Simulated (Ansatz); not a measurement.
# CH₄BClS: up Jacob's ladder to CCSD(T)

Aim: compute CH₄BClS with functionals from several rungs and with coupled cluster, and see how far each lands from CCSD(T) at the basis-set limit for the atomisation energy.

The runs use Ansatz 0.2.0, Gaussian basis; functionals in def2-TZVPP, the program's frozen cores in correlated methods.

Levels to be run: LDA (SPW92), PBE-D4, revPBE-D4, BLYP-D4, r2SCAN-D4, B97M-V, PBE0-D4, B3LYP-D4, r2SCANh-D4, r2SCAN0-D4, HSE06-D4, BHLYP-D4, CAM-B3LYP-D4, LC-ωPBE, ωB97X-V, ωB97M-V, B2PLYP, PBE-QIDH; CCSD(T)/def2-SVP; CCSD(T)/def2-TZVPP; MP2/def2-QZVPP; extrapolation to the limit; RPA on PBE.

**1. Structure used throughout**

An earlier PBE0-D4 in a triple-zeta def2 set relaxation fixed the geometry.

SMILES `CSBCl`, 8 atoms, charge 0, spin multiplicity 1.

Atoms are counted from 1 here; the program's logs count them from 0.

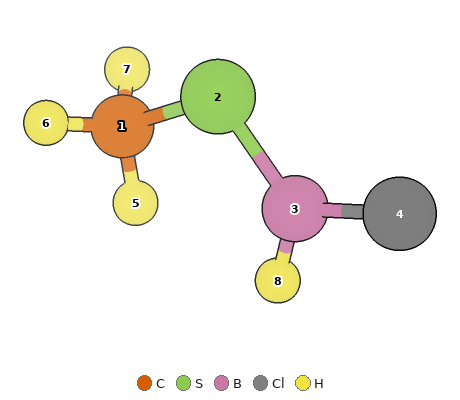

The geometry (carbon orange, sulfur green, boron pink, chlorine grey, hydrogen yellow); atoms are numbered from 1 in the order of the file.

**2. LDA**

This LDA is Slater exchange with PW92 correlation.

Contents of in.yaml:

```yaml
crystal:
  periodic: [false, false, false]
  atoms:
    - {symbol: C, position_ang: [-0.471022, 1.184187, 0.216309]}
    - {symbol: S, position_ang: [0.979414, 0.341070, -0.461897]}
    - {symbol: B, position_ang: [0.578935, -1.367647, -0.269571]}
    - {symbol: Cl, position_ang: [1.728254, -2.572206, -0.805594]}
    - {symbol: H, position_ang: [-1.201928, 0.455274, 0.560890]}
    - {symbol: H, position_ang: [-0.157767, 1.812583, 1.049099]}
    - {symbol: H, position_ang: [-0.912200, 1.808693, -0.559483]}
    - {symbol: H, position_ang: [-0.451485, -1.719054, 0.214547]}
basis:
  gaussian: {orbitals: def2-TZVPP}
hamiltonian: {xc: lda}
output: {orbitals: {seedname: orbitals}}
```

The runs that follow: PBE-D4 (GGA); revPBE-D4 (GGA); BLYP-D4 (GGA); r2SCAN-D4 (meta-GGA); B97M-V (meta-GGA); PBE0-D4 (hybrid); B3LYP-D4 (hybrid); r2SCANh-D4 (hybrid); r2SCAN0-D4 (hybrid); HSE06-D4 (hybrid); BHLYP-D4 (hybrid); CAM-B3LYP-D4 (range-separated); LC-ωPBE-D4 (range-separated); ωB97X-V (range-separated); ωB97M-V (range-separated); B2PLYP (double hybrid); PBE-QIDH (double hybrid); CCSD(T) in def2-SVP; CCSD(T) in def2-TZVPP; MP2 in def2-QZVPP; RPA on PBE orbitals.

Q: Predict the results of all the runs planned. Wanted: atomisation energy, CCSD(T)/CBS; farthest beyond LDA; mean size of error, GGA; mean size of error, meta-GGA; mean size of error, hybrid; mean size of error, range-separated; mean size of error, double hybrid; gap, smallest and largest; T1 diagnostic.

As calculated:

```
                               quantity                                                                      value
        atomisation energy, CCSD(T)/CBS                                                              2846.4 kJ/mol
 functionals within 14.2 kJ/mol (0.5 %)  revPBE-D4, BLYP-D4, B3LYP-D4, r2SCAN0-D4, CAM-B3LYP-D4, LC-ωPBE, PBE-QIDH
                    farthest beyond LDA                                                      PBE-D4 (+76.0 kJ/mol)
                mean size of error, GGA                                                                31.3 kJ/mol
           mean size of error, meta-GGA                                                                42.2 kJ/mol
             mean size of error, hybrid                                                                28.3 kJ/mol
    mean size of error, range-separated                                                                16.4 kJ/mol
      mean size of error, double hybrid                                                                18.1 kJ/mol
              gap, smallest and largest                                  4.47 eV (LDA (SPW92)), 11.50 eV (LC-ωPBE)
                          T1 diagnostic                                                                     0.0126
triples share of the correlation energy                                                                      4.3 %
```

The LDA atomisation energy is off by 414.4 kJ/mol (15 %): it overbinds. PBE-D4 misses by +76.0 kJ/mol. Double hybrids carry the basis error of their MP2 part in triple zeta, and no dispersion term here, so their miss is partly the set-up's. By mean error the best rung here is range-separated (16.4 kJ/mol) and the worst beyond LDA is meta-GGA (42.2 kJ/mol). The gap between the best rungs is small, so their order is not settled. Misses under about 14.2 kJ/mol are within the doubt on the reference itself, which lacks core-valence correlation, relativity and higher excitations. Hartree-Fock recovers 76 % of the binding; the rest is correlation. CCSD(T) in def2-SVP is off by -137.7 kJ/mol, so the small basis spoils what the method gains. The gap grows from 4.5 to 11.5 eV across the functionals, mostly with the share of exact exchange.
